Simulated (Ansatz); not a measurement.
**CH11BOSi3: two geometries relaxed**

Aim: relax the geometries before and after the shift of H9 from Si3 to B1, and see whether they are two minima and how far apart in energy. SMILES of the start: BO[SiH]([SiH3])C[SiH3].

Method: RKS B3LYP-D4/6-31G*, in Ansatz 0.2.0.

### 1 The structure to begin with

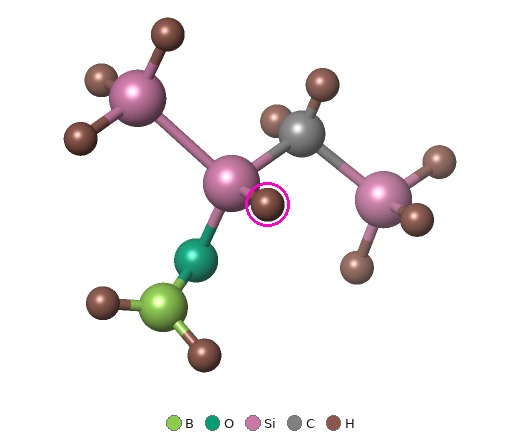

Start, viewed from a chosen angle; boron green, oxygen teal, silicon pink, carbon grey, hydrogen brown. Ringed: H9.

Structure file:

```xyz
17

B    -1.9170   -0.9655    1.5645
O    -0.6932   -0.2127    1.4816
Si   -0.1782   -0.3696   -0.1576
Si    0.9566   -2.3277   -0.4118
C     1.0760    0.9847   -0.5368
Si    0.2275    2.6658   -0.3766
H    -2.9503   -0.3397    1.3608
H    -1.9524   -2.0461    1.8472
H    -1.2587   -0.2518   -1.0576
H    -0.0637   -3.4236   -0.0987
H     2.0101   -2.4191    0.5407
H     1.3847   -2.4450   -1.7752
H     1.8676    0.9692    0.1849
H     1.4357    0.8772   -1.5334
H    -0.8908    2.6998   -1.3253
H     1.1994    3.7515   -0.6583
H    -0.2722    2.8522    0.9918
```

### 2 Relaxing end A

Contents of input.yaml:

```yaml
crystal:
  periodic: [false, false, false]
  atoms:
    - { symbol: B, position_ang: [-1.917, -0.9655, 1.5645] }
    - { symbol: O, position_ang: [-0.6932, -0.2127, 1.4816] }
    - { symbol: Si, position_ang: [-0.1782, -0.3696, -0.1576] }
    - { symbol: Si, position_ang: [0.9566, -2.3277, -0.4118] }
    - { symbol: C, position_ang: [1.076, 0.9847, -0.5368] }
    - { symbol: Si, position_ang: [0.2275, 2.6658, -0.3766] }
    - { symbol: H, position_ang: [-2.9503, -0.3397, 1.3608] }
    - { symbol: H, position_ang: [-1.9524, -2.0461, 1.8472] }
    - { symbol: H, position_ang: [-1.2587, -0.2518, -1.0576] }
    - { symbol: H, position_ang: [-0.0637, -3.4236, -0.0987] }
    - { symbol: H, position_ang: [2.0101, -2.4191, 0.5407] }
    - { symbol: H, position_ang: [1.3847, -2.445, -1.7752] }
    - { symbol: H, position_ang: [1.8676, 0.9692, 0.1849] }
    - { symbol: H, position_ang: [1.4357, 0.8772, -1.5334] }
    - { symbol: H, position_ang: [-0.8908, 2.6998, -1.3253] }
    - { symbol: H, position_ang: [1.1994, 3.7515, -0.6583] }
    - { symbol: H, position_ang: [-0.2722, 2.8522, 0.9918] }
basis:
  gaussian: { orbitals: "6-31G*" }
hamiltonian:
  xc: b3lyp
  dispersion: d4
relax:
  f_tol: 0.02
  max_steps: 50
```

Command:

```console
ansatz run input.yaml --threads 2 --pin off --max-ram 3072MiB --backend cpu --events-out ev --progress --plain --runs-dir out
```

What it wrote, shortened:

```text
Warning: RAYON_NUM_THREADS=2 ignored (pool sized by the plan → 2); use --threads N
[...]
Functional definition: B3LYP
[...]
1367 factors; integrals over basis functions are off by at most 6.3e-4 eV
[...]
mean field -27573.74786274 eV, -1013.3165437981 hartree, gradient 2.1e-5 eV, S^2 0.000000; 0 other end points of the search recorded, 0 dependent functions left out
[...]
reference -27573.74819726 eV, -1013.3165560915 hartree; 36, 36 occupied and 88, 88 virtual orbitals, 1367 factors
relax step   1: F+E_penalty+E_count = -27574.48139253 eV  Δ(F+E_penalty+E_count) = +0.000e0 eV  max|allowed force component| = 4.013e0 eV/Å  Δτ_max = 0.0000 Å  (26 SCF iters, accepted)
[...]
relax step   3: F+E_penalty+E_count = -27575.16703224 eV  Δ(F+E_penalty+E_count) = -1.508e-1 eV  max|allowed force component| = 9.130e-1 eV/Å  Δτ_max = 0.1588 Å  (29 SCF iters, accepted)
[...]
relax step   5: F+E_penalty+E_count = -27575.40465438 eV  Δ(F+E_penalty+E_count) = -8.818e-2 eV  max|allowed force component| = 7.200e-1 eV/Å  Δτ_max = 0.1951 Å  (29 SCF iters, accepted)
[...]
relax step   7: F+E_penalty+E_count = -27575.54631366 eV  Δ(F+E_penalty+E_count) = -5.848e-2 eV  max|allowed force component| = 1.749e-1 eV/Å  Δτ_max = 0.2000 Å  (29 SCF iters, accepted)
[...]
relax step   9: F+E_penalty+E_count = -27575.60525048 eV  Δ(F+E_penalty+E_count) = -2.833e-2 eV  max|allowed force component| = 9.287e-2 eV/Å  Δτ_max = 0.2000 Å  (27 SCF iters, accepted)
[...]
relax step  10: F+E_penalty+E_count = -27575.61114983 eV  Δ(F+E_penalty+E_count) = -5.899e-3 eV  max|allowed force component| = 2.538e-1 eV/Å  Δτ_max = 0.1358 Å  (28 SCF iters, accepted)
[...]
relax step  11: F+E_penalty+E_count = -27575.61009418 eV  Δ(F+E_penalty+E_count) = +1.056e-3 eV  max|allowed force component| = 2.710e-1 eV/Å  Δτ_max = 0.1545 Å  (28 SCF iters, rejected (line search))
[...]
1367 factors; integrals over basis functions are off by at most 6.5e-4 eV
```

### 3 More of the same log: end point A relaxed

The log, continued, shortened:

```text
mean field -27574.89615711 eV, -1013.3587428378 hartree, gradient 2.5e-5 eV, S^2 0.000000; 0 other end points of the search recorded, 0 dependent functions left out
[...]
reference -27574.89649830 eV, -1013.3587553764 hartree; 36, 36 occupied and 88, 88 virtual orbitals, 1367 factors
relax step  12: F+E_penalty+E_count = -27575.61243457 eV  Δ(F+E_penalty+E_count) = -1.285e-3 eV  max|allowed force component| = 2.389e-1 eV/Å  Δτ_max = 0.0771 Å  (27 SCF iters, accepted)
[...]
relax step  18: F+E_penalty+E_count = -27575.61843954 eV  Δ(F+E_penalty+E_count) = -6.021e-5 eV  max|allowed force component| = 2.716e-2 eV/Å  Δτ_max = 0.0079 Å  (23 SCF iters, accepted)
[...]
relax step  19: F+E_penalty+E_count = -27575.61850758 eV  Δ(F+E_penalty+E_count) = -6.804e-5 eV  max|allowed force component| = 6.469e-3 eV/Å  Δτ_max = 0.0176 Å  (25 SCF iters, accepted)
[...]
Atom 7 at    -1.316073    -1.894696     1.915035 Å, force     0.001837     0.000687     0.001002 eV/Å
Atom 8 at    -0.985061    -0.349894    -1.893748 Å, force    -0.000529     0.001608    -0.001469 eV/Å
Atom 9 at    -0.142391    -3.621707    -0.374911 Å, force    -0.000842     0.000715     0.000156 eV/Å
Atom 10 at     1.574019    -2.532798     0.942129 Å, force     0.000127    -0.000127    -0.000411 eV/Å
Atom 11 at     1.783843    -2.645794    -1.455996 Å, force    -0.000434    -0.000666     0.000252 eV/Å
Atom 12 at     1.725244     0.857613     0.237672 Å, force     0.000377    -0.002387     0.003879 eV/Å
Atom 13 at     1.531600     1.029175    -1.505805 Å, force    -0.003017     0.000658     0.002697 eV/Å
Atom 14 at    -0.968730     2.893072    -1.218820 Å, force     0.000486     0.001316     0.000956 eV/Å
Atom 15 at     1.173332     3.800074    -0.577912 Å, force     0.000324     0.000049     0.000455 eV/Å
Atom 16 at    -0.285172     2.872958     1.104250 Å, force    -0.001294    -0.003006    -0.001706 eV/Å
Dipole moment:     0.285850    -0.032761    -0.161030 e Å
```

Wall time 53 s (2 threads of AMD EPYC 9R45 (Zen 5), shared host); peak memory 0.35 GiB.

The steps of the relaxation:

```tsv
step	energy from step 1 (eV)	largest force component (eV/Å)
1	0.0000	4.0130
2	-0.5348	1.3646
3	-0.6856	0.9130
4	-0.8351	0.5304
5	-0.9233	0.7200
6	-1.0064	0.3096
7	-1.0649	0.1749
8	-1.0955	0.4409
9	-1.1239	0.0929
10	-1.1298	0.2538
11x	-1.1287	0.2710
12	-1.1310	0.2389
13	-1.1361	0.0334
14	-1.1362	0.0366
15	-1.1367	0.0478
16	-1.1369	0.0480
17	-1.1370	0.0415
18	-1.1370	0.0272
19	-1.1371	0.0065
```

Step 1 is the start. 1 step was tried and not accepted (marked x).

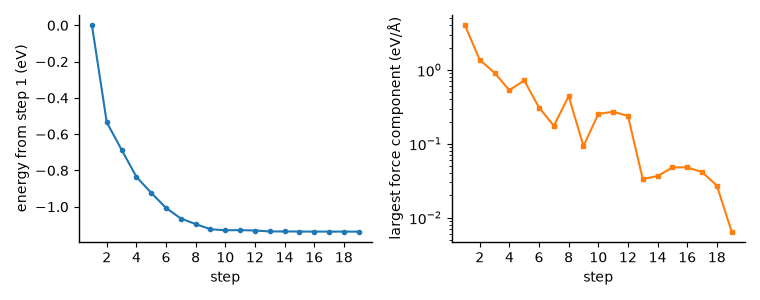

Energy and largest force along the relaxation.

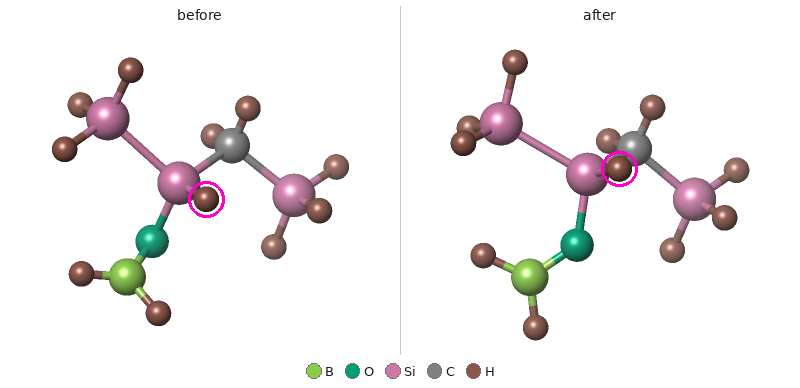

The structure before (left) and after (right), drawn at the same scale.

After: Bond lengths (14 of 16 bonds, heavy atoms first): B1–O2 1.350 Å, O2–Si3 1.692 Å, Si3–Si4 2.352 Å, Si3–C5 1.878 Å, C5–Si6 1.894 Å, B1–H7 1.197 Å, B1–H8 1.204 Å, Si3–H9 1.488 Å, Si4–H10 1.488 Å, Si4–H11 1.489 Å, Si4–H12 1.492 Å, C5–H13 1.097 Å, C5–H14 1.099 Å, Si6–H15 1.487 Å. Angles (14 of 28 angles, heavy atoms first): B1–O2–Si3 133.1°, O2–Si3–Si4 112.0°, O2–Si3–C5 107.4°, Si4–Si3–C5 111.9°, Si3–C5–Si6 114.0°, O2–B1–H7 118.2°, O2–B1–H8 120.3°, O2–Si3–H9 105.8°, Si4–Si3–H9 110.5°, C5–Si3–H9 108.9°, Si3–Si4–H10 112.8°, Si3–Si4–H11 111.0°, Si3–Si4–H12 107.8°, Si3–C5–H13 110.3°.

### 4 End point B

The second end starts from a geometry with the move made by hand.

input.yaml: that of step 2 with these lines changed.

```diff
@@ -11,3 +11,3 @@
     - { symbol: H, position_ang: [-1.9524, -2.0461, 1.8472] }
-    - { symbol: H, position_ang: [-1.2587, -0.2518, -1.0576] }
+    - { symbol: H, position_ang: [-1.49131, -1.68329, 0.74446] }
     - { symbol: H, position_ang: [-0.0637, -3.4236, -0.0987] }
@@ -28 +28,3 @@
   max_steps: 50
+output:
+  orbitals: {}
```

Command:

```console
ansatz run input.yaml --threads 2 --pin off --max-ram 3072MiB --backend cpu --events-out ev --progress --plain --runs-dir out
```

What it wrote, shortened:

```text
Warning: RAYON_NUM_THREADS=2 ignored (pool sized by the plan → 2); use --threads N
[...]
[... 1 set-up line as earlier in the session ...]
[...]
1366 factors; integrals over basis functions are off by at most 6.3e-4 eV
[...]
mean field -27569.39905103 eV, -1013.1567279153 hartree, gradient 2.1e-5 eV, S^2 0.000000; 0 other end points of the search recorded, 0 dependent functions left out
[...]
reference -27569.39938138 eV, -1013.1567400556 hartree; 36, 36 occupied and 88, 88 virtual orbitals, 1366 factors
relax step   1: F+E_penalty+E_count = -27570.16107695 eV  Δ(F+E_penalty+E_count) = +0.000e0 eV  max|allowed force component| = 4.345e0 eV/Å  Δτ_max = 0.0000 Å  (30 SCF iters, accepted)
[...]
relax step   7: F+E_penalty+E_count = -27574.25115640 eV  Δ(F+E_penalty+E_count) = -2.507e-1 eV  max|allowed force component| = 8.618e-1 eV/Å  Δτ_max = 0.1949 Å  (30 SCF iters, accepted)
[...]
relax step  13: F+E_penalty+E_count = -27575.24670267 eV  Δ(F+E_penalty+E_count) = -9.958e-2 eV  max|allowed force component| = 4.997e-1 eV/Å  Δτ_max = 0.1946 Å  (29 SCF iters, accepted)
[...]
relax step  19: F+E_penalty+E_count = -27575.56133115 eV  Δ(F+E_penalty+E_count) = +1.217e-2 eV  max|allowed force component| = 3.799e-1 eV/Å  Δτ_max = 0.1719 Å  (27 SCF iters, rejected (line search))
[...]
relax step  25: F+E_penalty+E_count = -27575.60611382 eV  Δ(F+E_penalty+E_count) = +2.307e-3 eV  max|allowed force component| = 4.504e-1 eV/Å  Δτ_max = 0.1950 Å  (29 SCF iters, rejected (line search))
relax step  26: F+E_penalty+E_count = -27575.61233846 eV  Δ(F+E_penalty+E_count) = -3.917e-3 eV  max|allowed force component| = 3.393e-2 eV/Å  Δτ_max = 0.0975 Å  (27 SCF iters, accepted)
```

### 5 The log goes on: end point B relaxed

Output, continued, shortened:

```text
relax step  27: F+E_penalty+E_count = -27575.61440599 eV  Δ(F+E_penalty+E_count) = -2.068e-3 eV  max|allowed force component| = 8.813e-2 eV/Å  Δτ_max = 0.0982 Å  (28 SCF iters, accepted)
[...]
relax step  29: F+E_penalty+E_count = -27575.61631334 eV  Δ(F+E_penalty+E_count) = -1.907e-3 eV  max|allowed force component| = 2.451e-2 eV/Å  Δτ_max = 0.0732 Å  (28 SCF iters, accepted)
[...]
relax step  31: F+E_penalty+E_count = -27575.61764506 eV  Δ(F+E_penalty+E_count) = -3.601e-4 eV  max|allowed force component| = 9.101e-2 eV/Å  Δτ_max = 0.1045 Å  (28 SCF iters, accepted)
[...]
relax step  33: F+E_penalty+E_count = -27575.61818678 eV  Δ(F+E_penalty+E_count) = -2.524e-4 eV  max|allowed force component| = 2.348e-2 eV/Å  Δτ_max = 0.0281 Å  (29 SCF iters, accepted)
[...]
Atom 7 at    -1.173035    -1.922745     2.169316 Å, force     0.000545     0.005912    -0.001808 eV/Å
Atom 8 at    -1.102683    -0.516671    -1.713039 Å, force     0.000792    -0.000246     0.000231 eV/Å
Atom 9 at    -0.115813    -3.719013    -0.133628 Å, force     0.000898     0.001693     0.000659 eV/Å
Atom 10 at     1.657137    -2.558303     1.039730 Å, force    -0.000660    -0.000011    -0.001589 eV/Å
Atom 11 at     1.726607    -2.754494    -1.361249 Å, force    -0.001355     0.000435     0.000691 eV/Å
Atom 12 at     1.704183     0.807553     0.215061 Å, force    -0.004500     0.001127    -0.005523 eV/Å
Atom 13 at     1.410717     0.912314    -1.520528 Å, force     0.000805    -0.001471     0.001919 eV/Å
Atom 14 at    -1.095335     2.748072    -1.170506 Å, force    -0.001052     0.002879    -0.000628 eV/Å
Atom 15 at     1.059003     3.710196    -0.663535 Å, force    -0.000533    -0.000157     0.000142 eV/Å
Atom 16 at    -0.302542     2.817223     1.116101 Å, force     0.000407    -0.000740    -0.000415 eV/Å
Dipole moment:     0.276938    -0.033767    -0.175915 e Å
```

It took 1.7 min on 2 threads of AMD EPYC 9R45 (Zen 5), shared host; peak memory 0.35 GiB.

Relaxation path, one in 2:

```tsv
step	energy from step 1 (eV)	largest force component (eV/Å)
1	0.0000	4.3446
3	-2.7840	1.1929
5	-3.5418	0.6525
7	-4.0901	0.8618
9	-4.4507	1.1562
11	-4.8331	0.6982
13	-5.0856	0.4997
15	-5.2709	0.6017
17	-5.3744	0.3232
19x	-5.4003	0.3799
21	-5.4261	0.2606
23	-5.4388	0.0757
25x	-5.4450	0.4504
27	-5.4533	0.0881
29	-5.4552	0.0245
31	-5.4566	0.0910
33	-5.4571	0.0235
35x	-5.4569	0.0681
37	-5.4575	0.0059
```

Step 1 is the start. 4 steps were tried and not accepted (marked x).

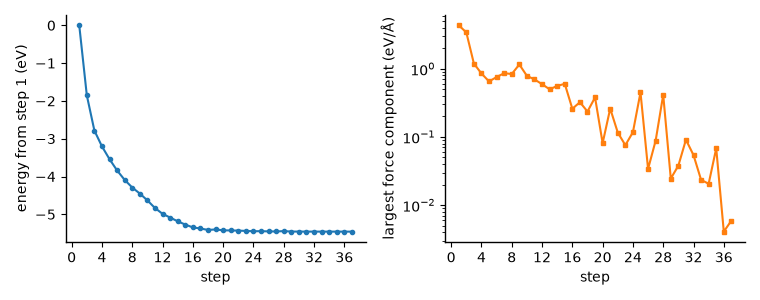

How energy and force went from step to step.

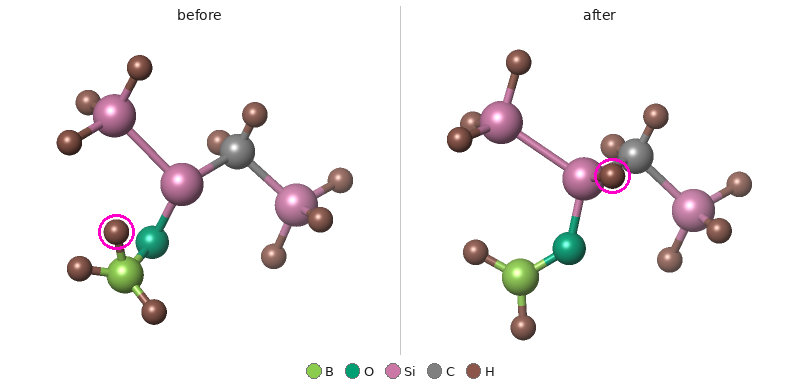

Before and after, at one scale.

After: Bond lengths (14 of 16 bonds, heavy atoms first): B1–O2 1.350 Å, O2–Si3 1.691 Å, Si3–Si4 2.352 Å, Si3–C5 1.878 Å, C5–Si6 1.894 Å, B1–H7 1.197 Å, B1–H8 1.204 Å, Si3–H9 1.488 Å, Si4–H10 1.488 Å, Si4–H11 1.489 Å, Si4–H12 1.492 Å, C5–H13 1.098 Å, C5–H14 1.099 Å, Si6–H15 1.487 Å. Angles (14 of 28 angles, heavy atoms first): B1–O2–Si3 133.2°, O2–Si3–Si4 112.0°, O2–Si3–C5 107.4°, Si4–Si3–C5 111.9°, Si3–C5–Si6 113.9°, O2–B1–H7 118.2°, O2–B1–H8 120.3°, O2–Si3–H9 105.8°, Si4–Si3–H9 110.5°, C5–Si3–H9 108.9°, Si3–Si4–H10 112.8°, Si3–Si4–H11 111.0°, Si3–Si4–H12 107.8°, Si3–C5–H13 110.3°.

Pairs that crossed the distance rule for bonds on the way: came closer Si3–H9; moved apart B1–H9.

### 6 Results

```
                           quantity                     value
                              end A  17 moves, 1.137 eV lower
                              end B  32 moves, 5.457 eV lower
largest difference between the ends                    0.02 Å
            end B relative to end A                 -0.000 eV
```

**Reading.** The two relaxations end at one structure, within 0.02 Å: no second minimum was found from this start, which doesn't rule one out.
